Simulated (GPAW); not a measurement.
# Ballistic transport through an In chain with a Cu atom bridging one bond, from relaxation to T(E)

Aim: the conductance of an In chain with a Cu atom bridging one bond after relaxation, and whether geometry, basis or functional moves it most.

Program: GPAW 26.7.0. Level of theory: GPAW LCAO, PAW setups; relaxation of the junction within the symmetry of its start, lead ends held, in the first sound run; inputs show where later runs differ. Results are calculated unless marked as measured.

### 1. The structure

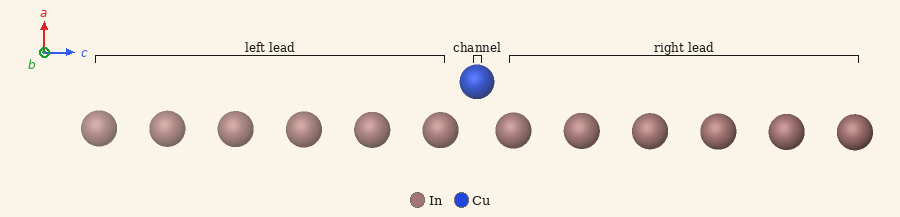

The starting structure, seen from the side, with the c axis across the page (indium brown, copper blue).

The cell holds 13 atoms: 12 In and 1 Cu. Cell: a = 9.000 Å, b = 9.000 Å, c = 35.600 Å, α = 90.0°, β = 90.0°, γ = 90.0°. Regions: left lead, 6 atoms (6 In); channel, 1 atom (1 Cu); right lead, 6 atoms (6 In). Vacuum lies along a and b. The structure is stacked along c, and the current runs across the ab planes.

### 2. Relaxing the atoms

Transmission follows bond lengths closely, so the atoms between the held lead ends are relaxed first, within whatever symmetry the start has.

run.py

```python
import json
from ase import Atoms
from ase.constraints import FixAtoms
from ase.optimize import BFGS
from gpaw import GPAW, FermiDirac

device = Atoms(
    ['In', 'In', 'In', 'In', 'In', 'In', 'Cu', 'In', 'In', 'In', 'In', 'In', 'In'],
    positions=[
        [4.50000, 4.50000, 1.47500],
        [4.50000, 4.50000, 4.42500],
        [4.50000, 4.50000, 7.37500],
        [4.50000, 4.50000, 10.32500],
        [4.50000, 4.50000, 13.27500],
        [4.50000, 4.50000, 16.22500],
        [6.58648, 4.50000, 17.80000],
        [4.50000, 4.50000, 19.37500],
        [4.50000, 4.50000, 22.32500],
        [4.50000, 4.50000, 25.27500],
        [4.50000, 4.50000, 28.22500],
        [4.50000, 4.50000, 31.17500],
        [4.50000, 4.50000, 34.12500]],
    cell=[[9.0, 0.0, 0.0], [0.0, 9.0, 0.0], [0.0, 0.0, 35.6]],
    pbc=True)

device.set_constraint(FixAtoms([0, 1, 2, 3, 4, 8, 9, 10, 11, 12]))
device.calc = GPAW(mode='lcao', basis='dzp', xc='PBE', h=0.18,
                   kpts={'size': (1, 1, 2), 'gamma': True},
                   symmetry={'tolerance': 1e-3, 'extra_ids': [1, 1, 1, 1, 1, 0, 0, 0, 1, 1, 1, 1, 1]},
                   occupations=FermiDirac(0.1), maxiter=250,
                   mixer=dict(beta=0.1, nmaxold=8, weight=100.0),
                   convergence=dict(density=0.0001), txt='relax.txt')
path = []
opt = BFGS(device, maxstep=0.15)
opt.attach(lambda: path.append((device.get_potential_energy(), device.positions.tolist(), device.get_forces().tolist())))
relaxed = bool(opt.run(fmax=0.05, steps=50))
json.dump(dict(relaxed=relaxed, path=path, positions=device.positions.tolist(), moments=device.get_magnetic_moments().tolist(),
               forces=device.get_forces(apply_constraint=False).tolist()), open('result.json', 'w'))
```

On the command line:

```console
> OMP_NUM_THREADS=1 OPENBLAS_NUM_THREADS=1 python run.py
```

Log:

```text
Step          Energy          fmax
BFGS:    0      -16.903909        0.505821
BFGS:    1      -16.910965        0.488168
BFGS:    2      -16.875983        0.874287
BFGS:    3      -16.942931        0.181955
BFGS:    4      -16.944527        0.196023
BFGS:    5      -16.885374        0.821284
BFGS:    6      -16.948120        0.147685
BFGS:    7      -16.949252        0.117194
BFGS:    8      -16.950186        0.130598
BFGS:    9      -16.951123        0.063378
BFGS:   10      -16.951157        0.039194
```

Run time: 12 min. Hardware: 1 thread of Intel Xeon Platinum 8375C at 2.90GHz (Ice Lake), shared host; peak memory 1.6 GiB.

Relaxation path:

| step | energy less that of the first step (eV) | largest force (eV/Å) |
| --- | --- | --- |
| 1 | 0.0000 | 0.5058 |
| 2 | -0.0071 | 0.4882 |
| 3 | 0.0278 | 0.8743 |
| 4 | -0.0391 | 0.1820 |
| 5 | -0.0408 | 0.1960 |
| 6 | 0.0182 | 0.8213 |
| 7 | -0.0444 | 0.1477 |
| 8 | -0.0456 | 0.1172 |
| 9 | -0.0465 | 0.1306 |
| 10 | -0.0474 | 0.0634 |
| 11 | -0.0475 | 0.0392 |

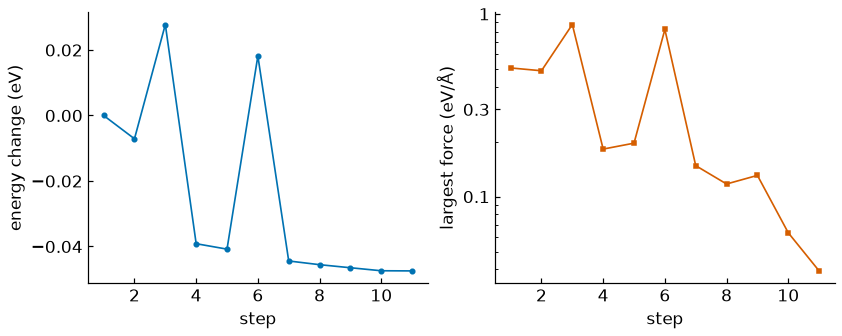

Energy and largest force along the relaxation.

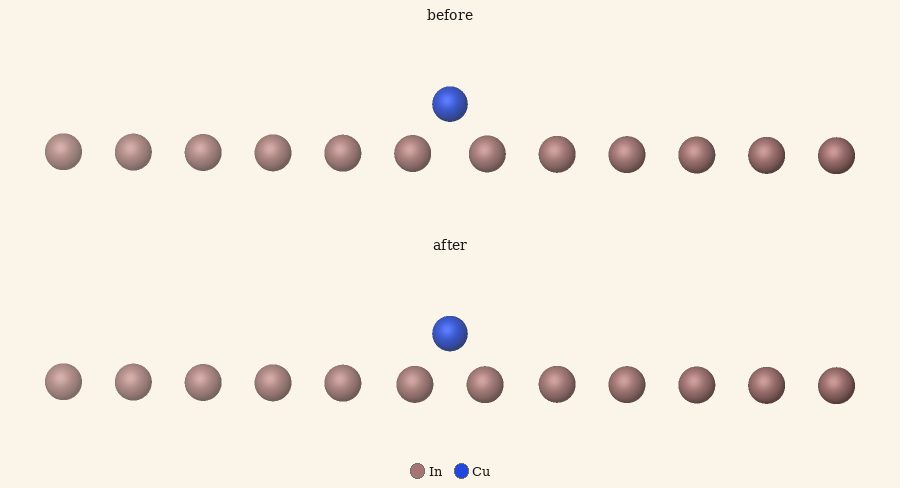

The structure before and after the relaxation, drawn at the same scale.

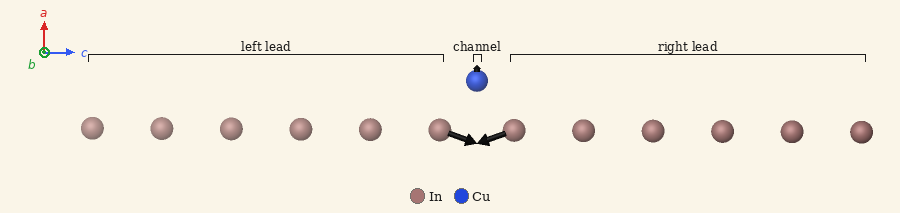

Displacements in the relaxation, exaggerated; the longest in the cell stands for 0.10 Å.

The atoms that moved most (Å):

| atom | dx | dy | dz | length |
| --- | --- | --- | --- | --- |
| In8 | -0.033 | 0.000 | -0.092 | 0.098 |
| In6 | -0.033 | 0.000 | 0.092 | 0.098 |
| Cu7 | 0.023 | 0.000 | 0.000 | 0.023 |

The relaxation lowered the energy of the cell by 0.0475 eV (energies extrapolated to zero smearing; the optimiser's log prints free energies). The largest force left on a free atom is 0.039 eV/Å.

### 3. GPAW, dzp

Localised orbitals split the wire into layers that couple to their neighbours alone, which is what the Green's function method needs; double zeta with polarisation is the usual level for numbers.

This step: GPAW LCAO, PAW setups; Landauer transmission from Green's functions with principal layers (ASE), zero bias (GPAW 26.7.0).

run.py

```python
import json
import numpy as np
from ase import Atoms
from ase.transport.calculators import TransportCalculator
from gpaw import GPAW, FermiDirac
from gpaw.lcao.tools import get_lcao_hamiltonian
from scipy.linalg import eigh

# The junction with lead layers at both ends, along the third cell vector
device = Atoms(
    ['In', 'In', 'In', 'In', 'In', 'In', 'Cu', 'In', 'In', 'In', 'In', 'In', 'In'],
    positions=[
        [4.50000, 4.50000, 1.47500],
        [4.50000, 4.50000, 4.42500],
        [4.50000, 4.50000, 7.37500],
        [4.50000, 4.50000, 10.32500],
        [4.50000, 4.50000, 13.27500],
        [4.46702, 4.50000, 16.31698],
        [6.60970, 4.50000, 17.80000],
        [4.46702, 4.50000, 19.28302],
        [4.50000, 4.50000, 22.32500],
        [4.50000, 4.50000, 25.27500],
        [4.50000, 4.50000, 28.22500],
        [4.50000, 4.50000, 31.17500],
        [4.50000, 4.50000, 34.12500]],
    cell=[[9.0, 0.0, 0.0], [0.0, 9.0, 0.0], [0.0, 0.0, 35.6]],
    pbc=True)

# One principal layer of the lead: the first 3 atoms of the device
lead = Atoms(
    ['In', 'In', 'In'],
    positions=[
        [4.50000, 4.50000, 1.47500],
        [4.50000, 4.50000, 4.42500],
        [4.50000, 4.50000, 7.37500]],
    cell=[[9.0, 0.0, 0.0], [0.0, 9.0, 0.0], [0.0, 0.0, 8.85]],
    pbc=True)

settings = dict(mode='lcao', basis='dzp', xc='PBE', h=0.2,
                occupations=FermiDirac(0.1), maxiter=250,
                mixer=dict(beta=0.1, nmaxold=8, weight=100.0),
                convergence=dict(density=0.0001))
energies = np.arange(-2, 2 + 1e-9, 0.025)
eta = 0.0001
n1, n2 = 1, 1
# k and -k transmit alike, so half of the mesh across the current serves
mesh = [(i, j) for i in range(n1) for j in range(n2) if (i, j) <= (-i % n1, -j % n2)]
weights = np.array([1 if (i, j) == (-i % n1, -j % n2) else 2 for i, j in mesh]) / (n1 * n2)


def ground_state(atoms, size, txt):
    atoms.calc = GPAW(kpts={'size': size, 'gamma': True}, symmetry={'tolerance': 1e-3}, txt=txt, **settings)
    atoms.get_potential_energy()
    return atoms.calc.get_fermi_level()


def blocks(atoms, fermi, points, nz, cells):
    """H - E_F S and S between cell 0 and the cells above it, at each point across the current."""
    kz = np.arange(nz) / nz
    calc = atoms.calc.fixed_density(kpts=[(*k, z) for k in points for z in kz], symmetry='off', txt=None)
    H, S = get_lcao_hamiltonian(calc)
    H = (H - fermi * S).reshape(len(H), len(points), nz, *S.shape[1:])
    S = S.reshape(H.shape[1:])
    phases = [np.exp(-2j * np.pi * kz * R) / nz for R in cells]
    return [(np.einsum('skzij,z->ksij', H, p), np.einsum('kzij,z->kij', S, p)) for p in phases]


def pair(a, b):
    return np.block([[a, b], [b.T.conj(), a]])


def count_channels(h, s, cells, nk=240):
    """Half the number of times that the lead's bands cross each energy, unfolded to its shortest repeat."""
    b = len(h) // cells
    bands = []
    for k in (np.arange(nk + 1) + 0.5) / nk:
        hk, sk = h[:b, :b].copy(), s[:b, :b].copy()
        for R in range(1, cells):
            phase, block = np.exp(2j * np.pi * k * R), slice(R * b, (R + 1) * b)
            hk += h[:b, block] * phase + (h[:b, block] * phase).T.conj()
            sk += s[:b, block] * phase + (s[:b, block] * phase).T.conj()
        w, u = eigh(sk)
        x = u[:, w > 1e-5] / w[w > 1e-5]**0.5  # drop near-dependent combinations
        bands.append(np.r_[eigh(x.T.conj() @ hk @ x, eigvals_only=True), [1e9] * (w <= 1e-5).sum()])
    below = np.array(bands)[:, :, None] < energies
    return (below[1:] != below[:-1]).sum((0, 1)) / 2


fermi_lead = ground_state(lead, (1, 1, 13), 'lead.txt')
fermi_device = ground_state(device, (1, 1, 2), 'device.txt')
T, channels, eigen, tail, misfit, shifts = [], [], [], 0.0, 0.0, []
for first in range(0, len(mesh), 657):
    points = [(i / n1, j / n2) for i, j in mesh[first:first + 657]]
    (H0k, S0k), (H1k, S1k), (H2k, _) = blocks(lead, fermi_lead, points, 5, range(3))
    [(Hk, Sk)] = blocks(device, fermi_device, points, 2, [0])
    tail = max(tail, abs(H2k).max())
    for H0, S0, H1, S1, H, S in zip(H0k, S0k, H1k, S1k, Hk, Sk):
        n = len(S0)
        # Shift the lead onto the potential of the device's first layer
        shift = ((H[:, 0, 0] - H0[:, 0, 0]) / S0[0, 0]).real.mean()
        shifts.append(shift)
        misfit = max(misfit, abs(H[:, :n, :n] - H0 - shift * S0).max())
        Tk, Ck, Ek = [], [], []
        for s in range(len(H)):
            t = s % len(H0)  # a lead without moments serves both spins
            h1, s1 = pair(H0[t] + shift * S0, H1[t] + shift * S1), pair(S0, S1)
            leads = dict(h1=h1, s1=s1, energies=energies, eta=eta, eta1=eta, eta2=eta)
            calc = TransportCalculator(h=H[s], s=S, eigenchannels=3, **leads)
            Tk.append(calc.get_transmission())
            Ek.append(np.sort(calc.eigenchannels_ne, axis=0)[::-1])
            Ck.append(count_channels(h1, s1, 6))
        T.append(Tk)
        channels.append(Ck)
        eigen.append(Ek)
T, channels = np.array(T), np.array(channels)
mean, open_channels = np.einsum('kse,k->se', T, weights), np.einsum('kse,k->se', channels, weights)

print(f'basis functions: device {len(S)}, principal layer {n}')
print(f'Fermi level: lead {fermi_lead:.4f} eV, device {fermi_device:.4f} eV; lead shifted by {np.mean(shifts):.4f} eV')
print(f'largest coupling past the next layer {tail:.2e} eV, largest misfit of the first layer {misfit:.3f} eV')
print('  E-E_F (eV)   ' + 'T (one spin)  channels')
for e, t, c in zip(energies, mean.T, open_channels.T):
    print(f'{e:10.3f}  ', *[f'{x:11.4e}' for x in t], *[f'{x:9.4f}' for x in c])

kT = 8.617333e-5 * 300
fine = np.linspace(energies[0], energies[-1], 4001)
both = np.exp(np.interp(fine, energies, np.log(np.maximum(mean.sum(0) * 2 / len(mean), 1e-30))))
fermi = lambda mu: 1 / (1 + np.exp(np.clip((fine - mu) / kT, -200, 200)))
slope = fermi(0) * (1 - fermi(0)) / kT
G = np.trapezoid(both * slope, fine) / 2
seebeck = -np.trapezoid(both * slope * fine, fine) / (2 * G * 300) * 1e6
print(f'conductance at 300 K: {G:.5g} G0 a cell; thermopower {seebeck:.4g} uV/K')
bias = [0.1, 0.2, 0.5, 1.0, 1.5, 2.0]
current = [38.74 * np.trapezoid(both * (fermi(V / 2) - fermi(-V / 2)), fine) for V in bias]
for V, I in zip(bias, current):
    print(f'current from the zero-bias T(E) at {V} V: {I:.5g} uA')
zero = abs(energies).argmin()
json.dump(dict(energies=energies.tolist(), T=mean.tolist(), channels=open_channels.tolist(), G=G, seebeck=seebeck,
               bias=bias, current=current, tail=tail, misfit=misfit, shift=np.mean(shifts), n_device=len(S), n_lead=n,
               fermi=[fermi_lead, fermi_device], energy=device.get_potential_energy(),
               moments=device.get_magnetic_moments().tolist(), mesh=mesh, weights=weights.tolist(),
               T_k=T[:, :, zero].tolist(), eigen=np.array(eigen[0]).tolist()), open('result.json', 'w'))
```

Log:

```text
basis functions: device 291, principal layer 69
Fermi level: lead -2.2014 eV, device -2.1560 eV; lead shifted by -0.0228 eV
largest coupling past the next layer 1.88e-06 eV, largest misfit of the first layer 0.029 eV
  E-E_F (eV)   T (one spin)  channels
    -2.000    1.8741e-02    1.0000
    -1.975    2.4830e-07    0.0000
    -1.950    1.2334e-07    0.0000
    -1.925    1.3402e-07    0.0000
    -1.900    2.6186e-07    0.0000
    -1.875    1.8515e-06    0.0000
    -1.850    1.6027e-06    0.0000
    -1.825    1.7077e-07    0.0000
    -1.800    6.0786e-08    0.0000
    -1.775    3.1942e-08    0.0000
    -1.750    2.0665e-08    0.0000
    -1.725    1.5328e-08    0.0000
    -1.700    1.2588e-08    0.0000
    -1.675    1.1232e-08    0.0000
    -1.650    1.0780e-08    0.0000
    -1.625    1.1077e-08    0.0000
[...]
1.825    2.3303e+00    3.0000
     1.850    2.2674e+00    3.0000
     1.875    2.2127e+00    3.0000
     1.900    2.1519e+00    3.0000
     1.925    2.0904e+00    3.0000
     1.950    2.0337e+00    3.0000
     1.975    1.9881e+00    3.0000
     2.000    1.9592e+00    3.0000
conductance at 300 K: 2.1531 G0 a cell; thermopower -2.772 uV/K
current from the zero-bias T(E) at 0.1 V: 16.651 uA
current from the zero-bias T(E) at 0.2 V: 33.05 uA
current from the zero-bias T(E) at 0.5 V: 75.79 uA
current from the zero-bias T(E) at 1.0 V: 139.72 uA
current from the zero-bias T(E) at 1.5 V: 203.59 uA
current from the zero-bias T(E) at 2.0 V: 263.84 uA
```

Run time: 81 s. Hardware: 1 thread; peak memory 1.2 GiB.

This step gave:

```
conductance                                             : 2.153 G₀
largest coupling past the next principal layer          : 1.88e-6 eV
largest misfit of the first principal layer             : 0.02910 eV
shift that aligns the lead                              : -0.02285 eV
basis functions of the junction                         : 291
basis functions of a principal layer                    : 69
transmission at the Fermi level (one spin)              : 2.160
open channels of the lead at the Fermi level (one spin) : 3
```

One spin. The transmission, zone mean by energy, zero at the Fermi level:

| energy (eV) | transmission, zone mean |
| --- | --- |
| -2.0000 | 0.0187 |
| -1.7500 | 2.1e-8 |
| -1.5000 | 4.3e-8 |
| -1.2500 | 0.0236 |
| -1.0000 | 0.380 |
| -0.7500 | 0.854 |
| -0.5000 | 0.949 |
| -0.2500 | 0.977 |
| 0.0000 | 2.16 |
| 0.2500 | 2.29 |
| 0.5000 | 2.37 |
| 0.7500 | 2.41 |
| 1.0000 | 2.49 |
| 1.2500 | 2.56 |
| 1.3750 | 2.57 |
| 1.5000 | 2.56 |
| 1.7500 | 2.44 |
| 2.0000 | 1.96 |

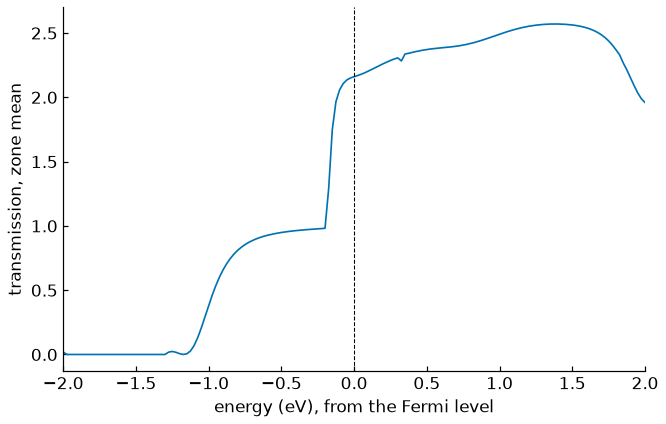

Transmission, zone mean, plotted against energy.

Crossings of the lead's bands, unfolded to its shortest repeat. Table of open channels, zone mean by energy, zero at the Fermi level:

| energy (eV) | open channels, zone mean |
| --- | --- |
| -2.000 | 1 |
| -1.800 | 0 |
| -1.600 | 0 |
| -1.400 | 0 |
| -1.200 | 1 |
| -1.000 | 1 |
| -0.800 | 1 |
| -0.600 | 1 |
| -0.400 | 1 |
| -0.200 | 1 |
| 0.000 | 3 |
| 0.200 | 3 |
| 0.400 | 3 |
| 0.600 | 3 |
| 0.800 | 3 |
| 1.000 | 3 |
| 1.200 | 3 |
| 1.400 | 3 |
| 1.600 | 3 |
| 1.800 | 3 |
| 2.000 | 3 |

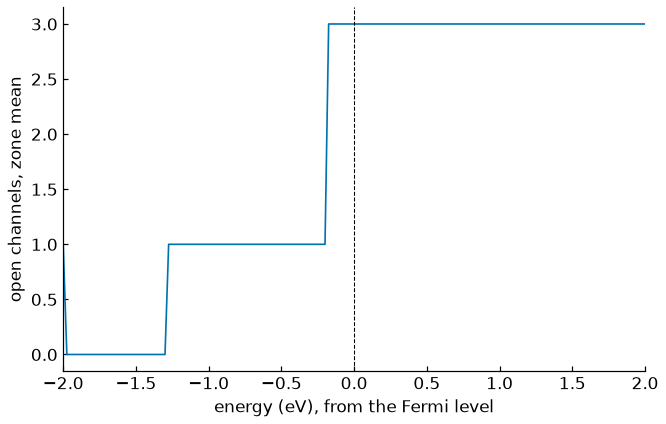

Open channels, zone mean against energy.

Not self-consistent under bias; the bias window is split evenly. Current through one cell, from the zero-bias transmission against bias:

| bias (V) | current through one cell, from the zero-bias transmission (μA) |
| --- | --- |
| 0.100 | 16.7 |
| 0.200 | 33.1 |
| 0.500 | 75.8 |
| 1.000 | 140 |
| 1.500 | 204 |
| 2.000 | 264 |

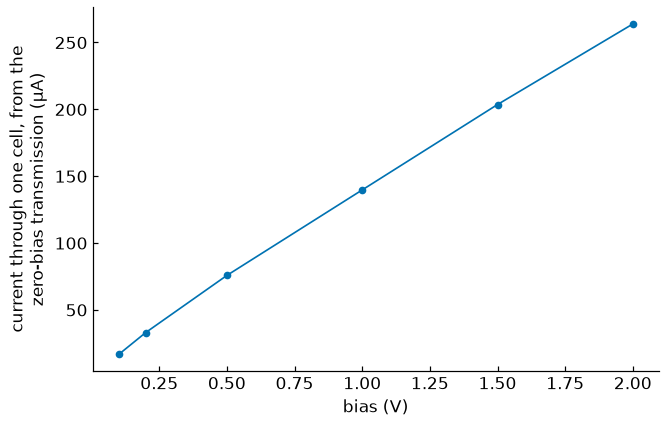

Current through one cell, from the zero-bias transmission, plotted against bias.

Transmission of the three most open eigenchannels against energy, zero at the Fermi level:

| energy (eV) | channel 1 | channel 2 | channel 3 |
| --- | --- | --- | --- |
| -2.000 | 0.0187 | 0 | 0 |
| -1.800 | 6.1e-8 | 0 | 0 |
| -1.600 | 1.2e-8 | 0 | 0 |
| -1.400 | 1.4e-6 | 0 | 0 |
| -1.200 | 0.00652 | 0 | 0 |
| -1.000 | 0.380 | 0 | 0 |
| -0.800 | 0.810 | 0 | 0 |
| -0.600 | 0.926 | 0 | 0 |
| -0.400 | 0.963 | 0 | 0 |
| -0.200 | 0.981 | 3.6e-6 | 3.4e-7 |
| 0.000 | 0.987 | 0.907 | 0.266 |
| 0.200 | 0.991 | 0.955 | 0.315 |
| 0.400 | 0.994 | 0.994 | 0.361 |
| 0.600 | 0.996 | 0.985 | 0.404 |
| 0.800 | 0.997 | 0.941 | 0.480 |
| 1.000 | 0.998 | 0.920 | 0.572 |
| 1.200 | 0.999 | 0.918 | 0.636 |
| 1.400 | 0.999 | 0.914 | 0.657 |
| 1.600 | 0.999 | 0.912 | 0.628 |
| 1.800 | 0.999 | 0.925 | 0.445 |
| 2.000 | 0.999 | 0.948 | 0.0118 |

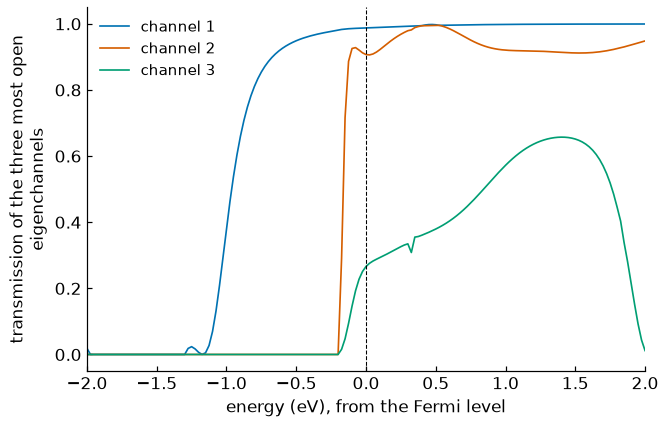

Transmission of the three most open eigenchannels against energy.

Couplings past the next layer reach 1.9e-6 eV, small enough to drop; the matrix elements of the cell's first layer differ from the bulk lead's by up to 0.029 eV. That layer keeps its own values in the calculation, and only beyond it is the lead taken as perfect. The Fermi levels of lead and junction count from different zeros of potential, one for each periodic cell; with both set to zero, the small remaining shift is what aligns them. By hand: G = 2.153 × 77.48 μS = 167 μS, a resistance of 5.99 kΩ; at 0.1 V a linear junction would pass 16.7 μA, and the integral over the bias window gives 16.7 μA.

(Continued in part 2 of 3.)

[Logs are printed without paths, hosts, clocks, repeated set-up lines and the standing remarks that a program may print on its own settings, such as how far it seeks lower states.]

[Hosts, paths, dates, database ids (printed as entryN), source tags and the programs' standing remarks are cut or masked in the printed files.]
